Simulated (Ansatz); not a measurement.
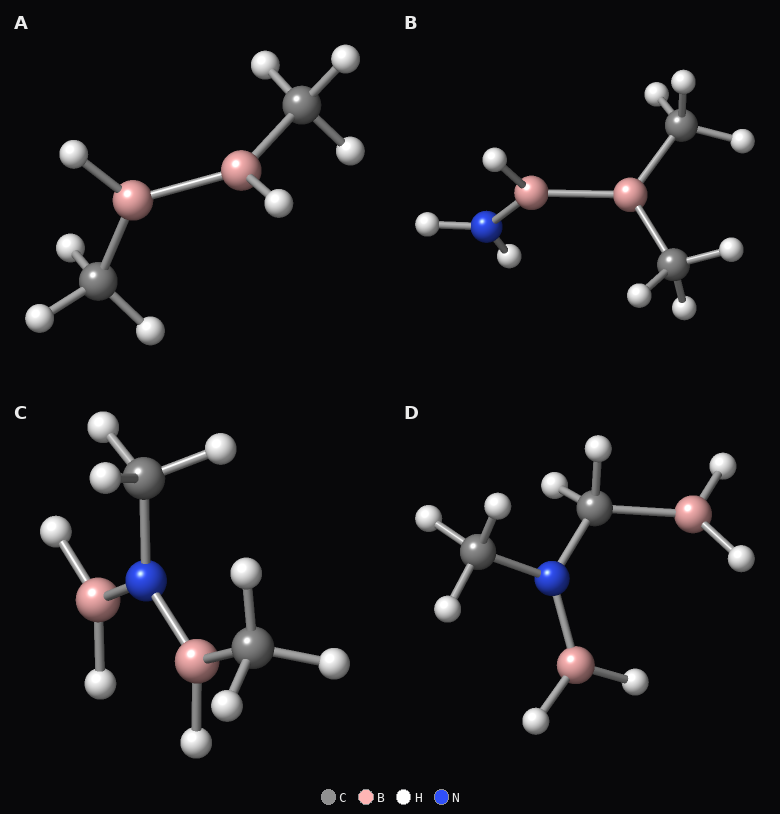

The picture comes from a calculation with Ansatz.

Q: Match each picture to its SMILES.
(1) BN(C)BC
(2) CB(C)BN
(3) CBBC
(4) BCN(B)C

A: A is (3), B is (2), C is (1), D is (4).
